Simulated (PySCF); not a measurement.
# PbSe (SMILES [Se][Pb]) at CCSD(T)/def2-TZVPP (core potential)

Aim: the energy change on altering one bond length of PbSe at CCSD(T)/def2-TZVPP (core potential), from 2 runs. 

Program for the calculation: PySCF 2.14.0.

2 further runs of the same task are left out: 2 set aside as unsound or not needed.

### 1 Starting point

PbSe has 2 atoms, charge 0, and is taken as a singlet. As SMILES, `[Se][Pb]`. Geometry: a GFN2-xTB relaxation, a rough one for these elements and not checked as a minimum.

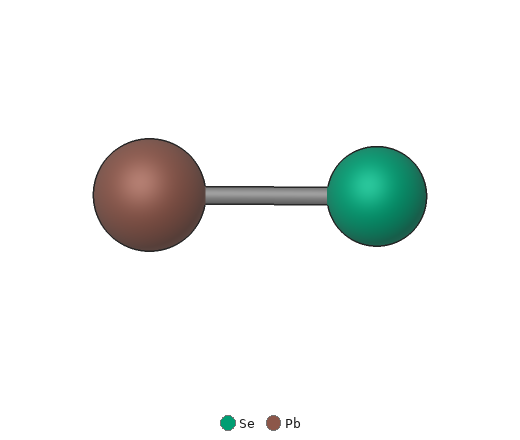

Viewed from a chosen angle; selenium teal, lead brown.

### 2 A single-point energy at CCSD(T)/def2-TZVPP (core potential)

start.xyz

```xyz
2
PbSe
Se     0.000000     0.000000     0.000000
Pb     0.000000     0.000000     2.392190
```

job.py

```python
from pyscf import gto, scf, cc

system = gto.Mole()
system.atom = 'start.xyz'
system.ecp = {'Pb': 'def2-svp'}
system.verbose = 3
system.basis = 'def2-tzvpp'
system.charge = 0
system.max_memory = 1860
system.build()

mf = scf.RHF(system)
mf.conv_tol = 1e-10
mf.kernel()
if not mf.converged:
    mf = mf.newton().run(mf.mo_coeff, mf.mo_occ)

mycc = cc.CCSD(mf, frozen=13)
mycc.kernel()
e_t = mycc.ccsd_t()
e_final = mycc.e_tot + e_t
print('E(%s) = %.9f' % ('CCSD(T)', e_final))
```

The run is started by

```sh
OMP_NUM_THREADS=1 python job.py
```

What it wrote:

```text
converged SCF energy = -2591.73426531725
E(CCSD) = -2592.357871176976  E_corr = -0.6236058597269371
CCSD(T) correction = -0.0246188438490609
E(CCSD(T)) = -2592.382490021
```

Run time: 23 s. Hardware: 1 thread of Intel Xeon 6975P-C (Granite Rapids), shared host; peak memory 0.58 GiB.

### 3 The distorted shape, same level

job.py

```python
from pyscf import gto, scf, cc

molecule = gto.M(
    atom='Se 0.000000 0.000000 -0.358810; Pb 0.000000 0.000000 2.392190',
    ecp={'Pb': 'def2-svp'},
    basis='def2-tzvpp',
    charge=0,
    max_memory=1860,
    verbose=4,
)

mf = scf.RHF(molecule)
mf.conv_tol = 1e-10
mf.kernel()
if not mf.converged:
    mf = mf.newton().run(mf.mo_coeff, mf.mo_occ)

mycc = cc.CCSD(mf, frozen=13)
mycc.kernel()
e_t = mycc.ccsd_t()
etot = mycc.e_tot + e_t
print('E(%s) = %.9f' % ('CCSD(T)', etot))
```

The run is started by

```sh
OMP_NUM_THREADS=1 python job.py
```

What it wrote:

```text
PySCF version 2.14.0

[INPUT] num. atoms = 2
[INPUT] num. electrons = 56
[INPUT] charge = 0
[INPUT] spin (= nelec alpha-beta = 2S) = 0
[INPUT] symmetry False subgroup None
[INPUT] Mole.unit = angstrom
[INPUT] Symbol           X                Y                Z      unit          X                Y                Z       unit  Magmom
[INPUT]  1 Se     0.000000000000   0.000000000000  -0.358810000000 AA    0.000000000000   0.000000000000  -0.678052630755 Bohr   0.0
[INPUT]  2 Pb     0.000000000000   0.000000000000   2.392190000000 AA    0.000000000000   0.000000000000   4.520583937923 Bohr   0.0

nuclear repulsion = 143.883879959346
number of shells = 32
number of NR pGTOs = 194
number of NR cGTOs = 98
basis = def2-tzvpp
ecp = {'Pb': 'def2-svp'}

******** <class 'pyscf.scf.hf.RHF'> ********
method = RHF
initial guess = minao
damping factor = 0
level_shift factor = 0
DIIS = <class 'pyscf.scf.diis.CDIIS'>
diis_start_cycle = 1
diis_space = 8
diis_damp = 0
SCF conv_tol = 1e-10
SCF conv_tol_grad = None
SCF max_cycles = 50
direct_scf = True
direct_scf_tol = 1e-13
Set gradient conv threshold to 1e-05
Initial guess from minao.
init E= -2558.06964132679
  HOMO = -0.566871555825917  LUMO = -0.462447681222893  gap/eV = 2.84152
cycle= 1 E= -2590.62366054494  delta_E= -32.6  |g|= 2.23  |ddm|= 10.4
  HOMO = -0.196158351017559  LUMO = 0.0504336382368169  gap/eV = 6.71011
cycle= 2 E= -2590.89674181194  delta_E= -0.273  |g|=  1.7  |ddm|= 4.78
  HOMO = -0.216023389157191  LUMO = -0.0241924682013436  gap/eV = 5.21999
cycle= 3 E= -2591.6757824627  delta_E= -0.779  |g|= 0.311  |ddm|= 2.43
  HOMO = -0.297635686626335  LUMO = -0.0300063981903074  gap/eV = 7.28256
cycle= 4 E= -2591.69572076133  delta_E= -0.0199  |g|= 0.128  |ddm|= 0.342
  HOMO = -0.287627956641567  LUMO = -0.0253533208681041  gap/eV = 7.13686
cycle= 5 E= -2591.69963328091  delta_E= -0.00391  |g|= 0.028  |ddm|= 0.159
  HOMO = -0.289778888419091  LUMO = -0.0252350559367296  gap/eV = 7.19860
cycle= 6 E= -2591.70076093594  delta_E= -0.00113  |g|= 0.0149  |ddm|= 0.0975
  HOMO = -0.289079065189294  LUMO = -0.0248926489595742  gap/eV = 7.18888
cycle= 7 E= -2591.70114416465  delta_E= -0.000383  |g|= 0.00932  |ddm|= 0.0483
  HOMO = -0.289463864553479  LUMO = -0.0246024669267248  gap/eV = 7.20725
cycle= 8 E= -2591.70140442864  delta_E= -0.00026  |g|= 0.00337  |ddm|= 0.0584
  HOMO = -0.2901848203582  LUMO = -0.0245581408224168  gap/eV = 7.22807
cycle= 9 E= -2591.70143765435  delta_E= -3.32e-05  |g|= 0.000971  |ddm|= 0.0241
  HOMO = -0.290035419682717  LUMO = -0.0245456811066618  gap/eV = 7.22434
cycle= 10 E= -2591.70143870654  delta_E= -1.05e-06  |g|= 0.000156  |ddm|= 0.0044
  HOMO = -0.290018070573207  LUMO = -0.0245667953127039  gap/eV = 7.22330
cycle= 11 E= -2591.70143872635  delta_E= -1.98e-08  |g|= 2.22e-05  |ddm|= 0.00071
  HOMO = -0.290018142931073  LUMO = -0.0245672845079878  gap/eV = 7.22329
cycle= 12 E= -2591.70143872663  delta_E= -2.76e-10  |g|= 6.05e-06  |ddm|= 9.17e-05
  HOMO = -0.290016973814715  LUMO = -0.0245676073919402  gap/eV = 7.22325
cycle= 13 E= -2591.70143872664  delta_E= -1.18e-11  |g|= 2.13e-06  |ddm|= 2.38e-05
  HOMO = -0.290017540537157  LUMO = -0.0245672799094701  gap/eV = 7.22327
Extra cycle  E= -2591.70143872665  delta_E= -5.46e-12  |g|= 2.12e-06  |ddm|= 5.51e-06
converged SCF energy = -2591.70143872665

******** <class 'pyscf.cc.ccsd.CCSD'> ********
CC2 = 0
CCSD nocc = 15, nmo = 85
frozen orbitals 13
max_cycle = 50
direct = 0
conv_tol = 1e-07
conv_tol_normt = 1e-05
diis_space = 6
diis_start_cycle = 0
diis_start_energy_diff = 1e+09
Init t2, MP2 energy = -2592.36261475833  E_corr(MP2) -0.661176031680253
Init E_corr(CCSD) = -0.661176031682311
cycle = 1  E_corr(CCSD) = -0.599666178209157  dE = 0.0615098535  norm(t1,t2) = 0.152606
cycle = 2  E_corr(CCSD) = -0.633476874901512  dE = -0.0338106967  norm(t1,t2) = 0.10239
cycle = 3  E_corr(CCSD) = -0.627211534668253  dE = 0.00626534023  norm(t1,t2) = 0.109849
cycle = 4  E_corr(CCSD) = -0.627196230707715  dE = 1.53039605e-05  norm(t1,t2) = 0.025805
cycle = 5  E_corr(CCSD) = -0.629304692706805  dE = -0.002108462  norm(t1,t2) = 0.0084735
cycle = 6  E_corr(CCSD) = -0.628899892183867  dE = 0.000404800523  norm(t1,t2) = 0.00317239
cycle = 7  E_corr(CCSD) = -0.628671687728843  dE = 0.000228204455  norm(t1,t2) = 0.00147746
cycle = 8  E_corr(CCSD) = -0.628754101937392  dE = -8.24142085e-05  norm(t1,t2) = 0.000352182
cycle = 9  E_corr(CCSD) = -0.628748555934208  dE = 5.54600318e-06  norm(t1,t2) = 0.000155076
cycle = 10  E_corr(CCSD) = -0.628755411357883  dE = -6.85542368e-06  norm(t1,t2) = 6.3057e-05
cycle = 11  E_corr(CCSD) = -0.62875467720509  dE = 7.34152793e-07  norm(t1,t2) = 8.15901e-06
cycle = 12  E_corr(CCSD) = -0.628754549722984  dE = 1.27482106e-07  norm(t1,t2) = 2.18062e-06
cycle = 13  E_corr(CCSD) = -0.628754570085419  dE = -2.03624347e-08  norm(t1,t2) = 9.51392e-07
CCSD converged
E(CCSD) = -2592.330193296731  E_corr = -0.6287545700854188
CCSD(T) correction = -0.0303404588778386
E(CCSD(T)) = -2592.360533756
```

It took 22 s on 1 thread of Intel Xeon 6975P-C (Granite Rapids), shared host; peak memory 0.58 GiB.

### 4 Summary of results

At CCSD(T)/def2-TZVPP (core potential), 13 core orbitals frozen:

| quantity | value |
| --- | --- |
| first shape: total energy | -2592.38249 Eh |
| first shape: dipole moment (Hartree–Fock density) | 4.76 D |
| first shape: HOMO energy (Hartree–Fock orbitals) | -8.73 eV |
| first shape: LUMO energy (Hartree–Fock orbitals) | 0.00 eV |
| first shape: HOMO–LUMO gap (Hartree–Fock orbitals) | 8.73 eV |
| first shape: correlation energy (13 core orbitals frozen) | -648.2 mEh |
| first shape: (T) correction | -24.62 mEh |
| first shape: T1 diagnostic | 0.020 |
| distorted shape: total energy | -2592.36053 Eh |
| distorted shape: dipole moment (Hartree–Fock density) | 6.97 D |
| distorted shape: HOMO energy (Hartree–Fock orbitals) | -7.89 eV |
| distorted shape: LUMO energy (Hartree–Fock orbitals) | -0.67 eV |
| distorted shape: HOMO–LUMO gap (Hartree–Fock orbitals) | 7.22 eV |
| distorted shape: correlation energy (13 core orbitals frozen) | -659.1 mEh |
| distorted shape: (T) correction | -30.34 mEh |
| distorted shape: T1 diagnostic | 0.035 |
| energy change with the Se1–Pb2 bond stretched from 2.392 to 2.751 Å | 0.597 eV |

In words: With the Se1–Pb2 bond stretched from 2.392 to 2.751 Å the energy rises by 0.60 eV (13.8 kcal/mol). The first shape isn't relaxed at this level, so the change isn't measured from a minimum. The T1 diagnostic (first shape) of 0.020 is above the customary mark for such species, so a single reference may not serve. The triples (first shape) make up 3.8 % of the correlation energy. The T1 diagnostic (distorted shape) of 0.035 is above the customary mark for such species, so a single reference may not serve. The triples (distorted shape) make up 4.6 % of the correlation energy.
